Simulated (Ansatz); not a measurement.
**SiH4O (singlet): correlated methods under varied settings at distance O1–H3 along a hydrogen transfer = 0.960 Å**

Aim: run SiH4O (singlet) at one geometry under a spread of methods and options, and see what each costs and gives.

The runs use Ansatz 0.2.0, Gaussian basis; the settings change from run to run.

8 further runs of the same task are left out: 1 for a mislabelled method, 6 that didn't finish, 1 set aside as unsound or not needed.

## (1) The geometry

The geometry derives from fragments relaxed apart (PBE0/def2-TZVP) and kept rigid, so it is no stationary point. A hydrogen atom is moved between rigid fragments.

6 atoms, charge 0, spin multiplicity 1.

Atoms are counted from 1 here; the program's logs count them from 0.

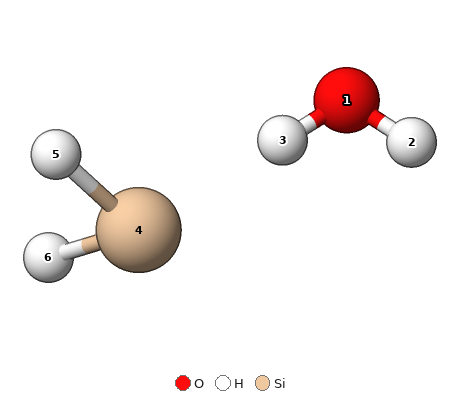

The structure; oxygen red, hydrogen white, silicon light orange; atoms are numbered from 1 in the order of the file.

## (2) CCSD(T) on RHF/6-31++G**

The input, in.yaml:

```yaml
crystal:
  periodic: [false, false, false]
  atoms:
    - {symbol: O, position_ang: [-1.987366, 0.017219, 0.000000]}
    - {symbol: H, position_ang: [-2.236676, 0.943795, 0.000000]}
    - {symbol: H, position_ang: [-1.027837, 0.017219, 0.000000]}
    - {symbol: Si, position_ang: [1.124634, 0.017219, 0.000000]}
    - {symbol: H, position_ang: [1.736814, -0.857065, 1.090012]}
    - {symbol: H, position_ang: [1.736814, -0.857065, -1.090012]}
basis:
  gaussian: {orbitals: "6-31++G**", fitting: {mean_field: def2-universal-jkfit}}
magnetization: {spin_polarized: false}
correlation: {method: ccsd_t, electrons: valence, diis_vectors: 12}
scf: {lower_state_search: off}
```

Launch:

```bash
$ ansatz run in.yaml --threads 1 --pin off --events-out ev --progress --plain --max-ram 2393MiB
```

The log of the run (excerpt; [...] marks lines left out):

```text
Functional definition: HF
  name "HF"
  cite "Fock, Z. Phys. 61, 126 (1930) doi:10.1007/BF01340294"
  parent pbe
[...]
277 factors; integrals over basis functions are off by at most 3.6e-1 eV
[...]
mean field -9959.96751207 eV, -366.0220549601 hartree, gradient 1.3e-6 eV, S^2 0.000000; 0 other end points of the search recorded, 0 dependent functions left out
6 core orbitals not correlated: weight in the atoms' cores, before any rotation towards them, 1.000 or more for the frozen orbitals, at most 0.000 for the correlated occupied ones
reference -9959.96751207 eV, -366.0220549601 hartree; 7, 7 occupied and 53, 53 virtual orbitals, 277 factors
second order -7.90743294 eV of doubles, -0.00000000 eV of singles
cycle   1  -8.41786145 eV  change   -5.1e-1 eV  update   7.9e-2
[...]
cycle  12  -8.78605987 eV  change    3.0e-6 eV  update   1.2e-5
perturbative correction -0.17497926 eV, -0.0064303693 hartree
Total energy: -9968.92855121 eV, -366.3513670744 hartree
Checks for a lower state left out: stability, starts, cluster_reference, orbital_swaps, neighbouring_geometries, increment
```

Wall time 0.66 s (1 thread of Arm Neoverse V1, shared host).

From the report: correlation -8.9610 eV; T1 0.013; largest double amplitude 0.09.

## (3) MRCISD+Q(4,6)/STO-3G

Changes to in.yaml since step 2:

```diff
@@ -10,5 +10,3 @@
 basis:
-  gaussian: {orbitals: "6-31++G**", fitting: {mean_field: def2-universal-jkfit}}
-magnetization: {spin_polarized: false}
-correlation: {method: ccsd_t, electrons: valence, diis_vectors: 12}
-scf: {lower_state_search: off}
+  gaussian: {orbitals: STO-3G, point_charges: [{charge: 1.00, position_ang: [5.356, -0.142, -0.822]}]}
+correlation: {method: fic_mrcisd_q, electrons: outside_noble_gas, active_space: {window: {electrons: 4, orbitals: 6}}}
```

Same command.

The log of the run (excerpt; [...] marks lines left out):

```text
Functional definition: HF
  name "HF"
  cite "Fock, Z. Phys. 61, 126 (1930) doi:10.1007/BF01340294"
  parent pbe
[...]
210 factors; integrals over basis functions are off by at most 2.3e-5 eV
[...]
mean field -9840.11432509 eV, -361.6175315782 hartree, gradient 8.3e-7 eV, S^2 0.000000; 0 other end points of the search recorded, 0 dependent functions left out; unrestricted orbitals would lower it
reference -9840.11432509 eV, -361.6175315782 hartree; 13, 13 occupied and 5, 5 virtual orbitals, 210 factors
state -9841.33778767 eV, -361.6624929987 hartree
contracted CI cycle   1: correlation 0.00000000 eV, 0.0000000000 hartree, residual 7.22e0 eV
contracted CI cycle   2: correlation -1.46742490 eV, -0.0539268706 hartree, residual 1.65e0 eV
contracted CI cycle   3: correlation -1.55355582 eV, -0.0570921234 hartree, residual 6.42e-1 eV
contracted CI cycle   4: correlation -1.56633044 eV, -0.0575615819 hartree, residual 3.29e-1 eV
[...]
contracted CI cycle   6: correlation -1.76986563 eV, -0.0650413623 hartree, residual 3.12e-2 eV
contracted CI cycle   7: correlation -1.76988735 eV, -0.0650421605 hartree, residual 1.30e-2 eV
contracted CI cycle   8: correlation -1.76989092 eV, -0.0650422916 hartree, residual 5.04e-3 eV
contracted CI cycle   9: correlation -1.76989149 eV, -0.0650423125 hartree, residual 2.01e-3 eV
contracted CI cycle  10: correlation -1.76989157 eV, -0.0650423155 hartree, residual 5.43e-4 eV
state -9841.13889694 eV, -361.6551838990 hartree; corrected -9842.99208134 eV, -361.7232871698 hartree
state -9841.14798904 eV, -361.6555180275 hartree; corrected -9842.99851496 eV, -361.7235236006 hartree
the orbitals are reached from a further start. From the first start the search ends at -9841.13888541 eV, -361.6551834751 hartree
WARN: the results are in doubt because another end's mean lies 0.190 eV lower, and its corrected mean 0.000 eV higher
Total energy: -9842.99851496 eV, -361.7235236006 hartree
In doubt: another end's mean lies 0.190 eV lower, and its corrected mean 0.000 eV higher
```

Run time: 1.8 s. Hardware: 1 thread of Arm Neoverse V1, shared host.

From the report: 225 determinants; active occupations 1.98, 1.94, 0.05, 0.02, 0.01, 0.00. Mind the lines of doubt at the end of the log.

## (4) CCSD/6-31++G**

Changes to in.yaml since step 3:

```diff
@@ -10,3 +10,5 @@
 basis:
-  gaussian: {orbitals: STO-3G, point_charges: [{charge: 1.00, position_ang: [5.356, -0.142, -0.822]}]}
-correlation: {method: fic_mrcisd_q, electrons: outside_noble_gas, active_space: {window: {electrons: 4, orbitals: 6}}}
+  gaussian: {orbitals: "6-31++G**"}
+magnetization: {spin_polarized: false}
+hamiltonian: {xc: {name: B3LYP}}
+correlation: {method: ccsd, electrons: outside_noble_gas}
```

Launched as before.

The log of the run (excerpt; [...] marks lines left out):

```text
Functional definition: B3LYP
  name "B3LYP"
  cite "Stephens, Devlin, Chabalowski & Frisch, J. Phys. Chem. 98, 11623 (1994) doi:10.1021/j100096a001"
  cite "Becke, Phys. Rev. A 38, 3098 (1988) doi:10.1103/PhysRevA.38.3098"
  cite "Lee, Yang & Parr, Phys. Rev. B 37, 785 (1988) doi:10.1103/PhysRevB.37.785"
  cite "Vosko, Wilk & Nusair, Can. J. Phys. 58, 1200 (1980) doi:10.1139/p80-159"
[...]
586 factors; integrals over basis functions are off by at most 1.1e-3 eV
[...]
mean field -9987.85043436 eV, -367.0467334547 hartree, gradient 4.8e-6 eV, S^2 0.000000; 1 other end points of the search recorded, 0 dependent functions left out
6 core orbitals not correlated: weight in the atoms' cores, before any rotation towards them, 1.000 or more for the frozen orbitals, at most 0.000 for the correlated occupied ones
reference -9959.58566835 eV, -366.0080224622 hartree; 7, 7 occupied and 53, 53 virtual orbitals, 586 factors
second order -8.20154458 eV of doubles, -0.24197595 eV of singles
cycle   1  -8.71372098 eV  change   -2.7e-1 eV  update   7.8e-2
[...]
cycle  12  -9.06886293 eV  change   -1.1e-5 eV  update   1.2e-5
Total energy: -9968.65453128 eV, -366.3412970277 hartree
```

It took 3.2 s on 1 thread of Arm Neoverse V1, shared host.

From the report: correlation -9.0689 eV; T1 0.012; largest double amplitude 0.09. The orbitals are Kohn-Sham ones, so correlation energy and T1 don't compare with those on Hartree-Fock orbitals.

## (5) CCSD on RHF/6-31G*

Changes to in.yaml since step 4:

```diff
@@ -10,5 +10,6 @@
 basis:
-  gaussian: {orbitals: "6-31++G**"}
+  gaussian: {orbitals: "6-31G*"}
 magnetization: {spin_polarized: false}
-hamiltonian: {xc: {name: B3LYP}}
-correlation: {method: ccsd, electrons: outside_noble_gas}
+correlation: {method: ccsd, electrons: valence}
+accuracy: high
+output: {forces: true}
```

The command is unchanged.

The log of the run (excerpt; [...] marks lines left out):

```text
Functional definition: HF
  name "HF"
  cite "Fock, Z. Phys. 61, 126 (1930) doi:10.1007/BF01340294"
  parent pbe
[...]
798 factors; integrals over basis functions are off by at most 3.3e-9 eV
[...]
mean field -9959.32252390 eV, -365.9983520821 hartree, gradient 3.1e-8 eV, S^2 0.000000; 0 other end points of the search recorded, 0 dependent functions left out; unrestricted orbitals would lower it
6 core orbitals not correlated: weight in the atoms' cores, before any rotation towards them, 1.000 or more for the frozen orbitals, at most 0.000 for the correlated occupied ones
reference -9959.32252390 eV, -365.9983520821 hartree; 7, 7 occupied and 29, 29 virtual orbitals, 798 factors
second order -7.05978311 eV of doubles, -0.00000000 eV of singles
cycle   1  -7.59887350 eV  change   -5.4e-1 eV  update   7.2e-2
[...]
cycle  27  -7.95124969 eV  change   -1.3e-9 eV  update   1.4e-9
[...]
Total energy: -9967.27377359 eV, -366.2905551187 hartree
Atom 0 at    -1.987366     0.017219     0.000000 Å, force    -0.940398    -0.910700     0.000000 eV/Å
Atom 1 at    -2.236676     0.943795     0.000000 Å, force     0.031902     0.539743     0.000000 eV/Å
Atom 2 at    -1.027837     0.017219     0.000000 Å, force     0.093025     0.504665    -0.000000 eV/Å
Atom 3 at     1.124634     0.017219     0.000000 Å, force     0.839261    -0.324467    -0.000000 eV/Å
Atom 4 at     1.736814    -0.857065     1.090012 Å, force    -0.011895     0.095380     0.083005 eV/Å
Atom 5 at     1.736814    -0.857065    -1.090012 Å, force    -0.011895     0.095380    -0.083005 eV/Å
Dipole moment:     0.382792     0.307921     0.000000 e Å
```

Wall time 2.6 s (1 thread of Arm Neoverse V1, shared host).

From the report: correlation -7.9512 eV; T1 0.011; largest double amplitude 0.10.

## (6) NEVPT2(6,6)/STO-3G

Changes to in.yaml since step 5:

```diff
@@ -10,6 +10,4 @@
 basis:
-  gaussian: {orbitals: "6-31G*"}
-magnetization: {spin_polarized: false}
-correlation: {method: ccsd, electrons: valence}
-accuracy: high
+  gaussian: {orbitals: STO-3G}
+correlation: {method: sc_nevpt2, electrons: valence, active_space: {window: {electrons: 6, orbitals: 6}, states: [{multiplicity: 1, weights: [1, 0.5]}], root: 0}}
 output: {forces: true}
```

The command is unchanged.

The log of the run (excerpt; [...] marks lines left out):

```text
Functional definition: HF
  name "HF"
  cite "Fock, Z. Phys. 61, 126 (1930) doi:10.1007/BF01340294"
  parent pbe
[...]
285 factors; integrals over basis functions are off by at most 4.6e-8 eV
[...]
mean field -9840.25997168 eV, -361.6228839915 hartree, gradient 8.6e-7 eV, S^2 0.000000; 0 other end points of the search recorded, 0 dependent functions left out; unrestricted orbitals would lower it
reference -9840.25997168 eV, -361.6228839915 hartree; 13, 13 occupied and 5, 5 virtual orbitals, 285 factors
state -9841.71960929 eV, -361.6765246841 hartree
state -9838.06506131 eV, -361.5422225231 hartree
state -9841.71960929 eV, -361.6765246841 hartree; corrected -9842.71440569 eV, -361.7130827776 hartree
state -9838.06506131 eV, -361.5422225231 hartree; corrected -9839.07517333 eV, -361.5793434552 hartree
[...]
Total energy: -9842.71440569 eV, -361.7130827776 hartree
Atom 0 at    -1.987366     0.017219     0.000000 Å, force    -3.347350    -3.886657    -0.000000 eV/Å
Atom 1 at    -2.236676     0.943795     0.000000 Å, force     0.050134     2.972288     0.000000 eV/Å
Atom 2 at    -1.027837     0.017219     0.000000 Å, force     2.739308     0.992357     0.000000 eV/Å
Atom 3 at     1.124634     0.017219     0.000000 Å, force     1.135760    -1.030624     0.000000 eV/Å
Atom 4 at     1.736814    -0.857065     1.090012 Å, force    -0.288926     0.476318    -0.547903 eV/Å
Atom 5 at     1.736814    -0.857065    -1.090012 Å, force    -0.288926     0.476318     0.547903 eV/Å
Dipole moment:     0.270127     0.308942     0.000000 e Å
```

It took 0.69 s on 1 thread of Arm Neoverse V1, shared host.

From the report: 208 determinants; active occupations (of the averaged states) 1.97, 1.96, 1.63, 0.36, 0.04, 0.03.

## (7) MP2 on RHF/cc-pVDZ

Changes to in.yaml since step 6:

```diff
@@ -10,4 +10,4 @@
 basis:
-  gaussian: {orbitals: STO-3G}
-correlation: {method: sc_nevpt2, electrons: valence, active_space: {window: {electrons: 6, orbitals: 6}, states: [{multiplicity: 1, weights: [1, 0.5]}], root: 0}}
-output: {forces: true}
+  gaussian: {orbitals: cc-pVDZ, fitting: {mean_field: def2-universal-jkfit}}
+magnetization: {spin_polarized: false}
+correlation: {method: mp2, electrons: outside_noble_gas}
```

Same command.

The log of the run:

```text
Functional definition: HF
  name "HF"
  cite "Fock, Z. Phys. 61, 126 (1930) doi:10.1007/BF01340294"
  parent pbe
  exchange = exact_x
  correlation = 0
277 factors; integrals over basis functions are off by at most 3.8e-1 eV
mean field evaluation 1: about -9957.9562 eV, gradient 3.2e1 eV
mean field evaluation 2: about -9959.6459 eV, gradient 1.9e1 eV
mean field evaluation 4: about -9960.2790 eV, gradient 5.4e-1 eV
mean field evaluation 8: about -9960.2859 eV, gradient 1.4e-6 eV
mean field -9960.28586070 eV, -366.0337540565 hartree, gradient 1.4e-6 eV, S^2 0.000000; 0 other end points of the search recorded, 0 dependent functions left out; unrestricted orbitals would lower it
6 core orbitals not correlated: weight in the atoms' cores, before any rotation towards them, 1.000 or more for the frozen orbitals, at most 0.000 for the correlated occupied ones
reference -9960.28586070 eV, -366.0337540565 hartree; 7, 7 occupied and 39, 39 virtual orbitals, 277 factors
second order -8.03883143 eV of doubles, -0.00000000 eV of singles
Total energy: -9968.32469213 eV, -366.3291756627 hartree
```

Wall time 0.18 s (1 thread of Arm Neoverse V1, shared host).

## (8) CISD/def2-SVP

Changes to in.yaml since step 7:

```diff
@@ -10,4 +10,3 @@
 basis:
-  gaussian: {orbitals: cc-pVDZ, fitting: {mean_field: def2-universal-jkfit}}
-magnetization: {spin_polarized: false}
-correlation: {method: mp2, electrons: outside_noble_gas}
+  gaussian: {orbitals: def2-SVP}
+correlation: {active_space: {ras: {orbitals: [7, 0, 39], electrons: 14, max_holes: 2, max_particles: 2}, fixed_orbitals: true}}
```

The command is unchanged.

The log of the run:

```text
Functional definition: HF
  name "HF"
  cite "Fock, Z. Phys. 61, 126 (1930) doi:10.1007/BF01340294"
  parent pbe
  exchange = exact_x
  correlation = 0
505 factors; integrals over basis functions are off by at most 1.5e-3 eV
mean field evaluation 1: about -9953.5528 eV, gradient 3.3e1 eV
mean field evaluation 2: about -9953.5531 eV, gradient 3.3e1 eV
mean field evaluation 4: about -9955.9075 eV, gradient 2.1e0 eV
mean field evaluation 8: about -9955.9434 eV, gradient 4.9e-3 eV
mean field -9955.94337770 eV, -365.8741707496 hartree, gradient 2.3e-6 eV, S^2 0.000000; 0 other end points of the search recorded, 0 dependent functions left out
reference -9955.94337770 eV, -365.8741707496 hartree; 13, 13 occupied and 39, 39 virtual orbitals, 505 factors
state -9964.07834089 eV, -366.1731251330 hartree
Total energy: -9964.07834089 eV, -366.1731251330 hartree
```

Wall time 1.6 s (1 thread of Arm Neoverse V1, shared host).

From the report: 53,964 determinants.

## (9) MP2 on UHF/def2-mTZVP

Changes to in.yaml since step 8:

```diff
@@ -10,3 +10,6 @@
 basis:
-  gaussian: {orbitals: def2-SVP}
-correlation: {active_space: {ras: {orbitals: [7, 0, 39], electrons: 14, max_holes: 2, max_particles: 2}, fixed_orbitals: true}}
+  gaussian: {orbitals: def2-mTZVP}
+magnetization: {spin_polarized: true, initial_magnetization: 0}
+correlation: {method: mp2, electrons: outside_noble_gas}
+scf: {lower_state_search: full}
+output: {forces: true}
```

Same command.

The log of the run (excerpt; [...] marks lines left out):

```text
Functional definition: HF
  name "HF"
  cite "Fock, Z. Phys. 61, 126 (1930) doi:10.1007/BF01340294"
  parent pbe
[...]
539 factors; integrals over basis functions are off by at most 1.2e-3 eV
[...]
mean field -9960.92152808 eV, -366.0571144019 hartree, gradient 2.2e-6 eV, S^2 0.335949; 5 other end points of the search recorded, 0 dependent functions left out
6 core orbitals not correlated: weight in the atoms' cores, before any rotation towards them, 1.000 or more for the frozen orbitals, at most 0.000 for the correlated occupied ones
reference -9960.92152808 eV, -366.0571144019 hartree; 7, 7 occupied and 45, 45 virtual orbitals, 539 factors
second order -7.56152024 eV of doubles, -0.00000000 eV of singles
[...]
Total energy: -9968.48304832 eV, -366.3349951454 hartree
Atom 0 at    -1.987366     0.017219     0.000000 Å, force    -1.053105    -0.948894    -0.000000 eV/Å
Atom 1 at    -2.236676     0.943795     0.000000 Å, force     0.066282     0.530624     0.000000 eV/Å
Atom 2 at    -1.027837     0.017219     0.000000 Å, force     0.201447     0.595738     0.000000 eV/Å
Atom 3 at     1.124634     0.017219     0.000000 Å, force     0.944485    -0.689514    -0.000000 eV/Å
Atom 4 at     1.736814    -0.857065     1.090012 Å, force    -0.079555     0.256023    -0.061185 eV/Å
Atom 5 at     1.736814    -0.857065    -1.090012 Å, force    -0.079555     0.256023     0.061185 eV/Å
Dipole moment:     0.372079     0.296311     0.000000 e Å
```

Wall time 1.8 s (1 thread of Arm Neoverse V1, shared host).

From the report: ⟨S²⟩ of the determinant 0.336 (pure singlet: 0.00).

## (10) All runs side by side

Where basis and cores are those of an earlier RCCSDT(Q)/cc-pVDZ run (-9969.5318 eV), and the state is the same kind, the miss against it is given. † marks a result that the program doubts.

```
                                         level         correlated  functions  energy (eV)  from RCCSDT(Q) (meV)    time
                      CCSD(T) on RHF/6-31++G**            valence         66   -9968.9286                        0.66 s
MRCISD+Q(4,6)/STO-3G (beside a point charge) †  outside noble gas         18   -9842.9985                         1.8 s
            CCSD/6-31++G** (on B3LYP orbitals)  outside noble gas         66   -9968.6545                         3.2 s
                            CCSD on RHF/6-31G*            valence         42   -9967.2738                         2.6 s
NEVPT2(6,6)/STO-3G (lowest root of an average)            valence         18   -9842.7144                        0.69 s
                            MP2 on RHF/cc-pVDZ  outside noble gas         52   -9968.3247                1207.1  0.18 s
                                 CISD/def2-SVP  outside noble gas         52   -9964.0783                         1.6 s
                         MP2 on UHF/def2-mTZVP  outside noble gas         58   -9968.4830                         1.8 s
```

## (11) Summary of results

```
quantity                                      value
    runs                                          8
quickest                 MP2 on RHF/cc-pVDZ, 0.18 s
 slowest  CCSD/6-31++G** (on B3LYP orbitals), 3.2 s
```

What this shows: Total energies in different bases, with other cores or another treatment of relativity can't be set against each other. CCSD/6-31++G** (on B3LYP orbitals) took 18 times as long as MP2 on RHF/cc-pVDZ; the jobs differ in more than the method.
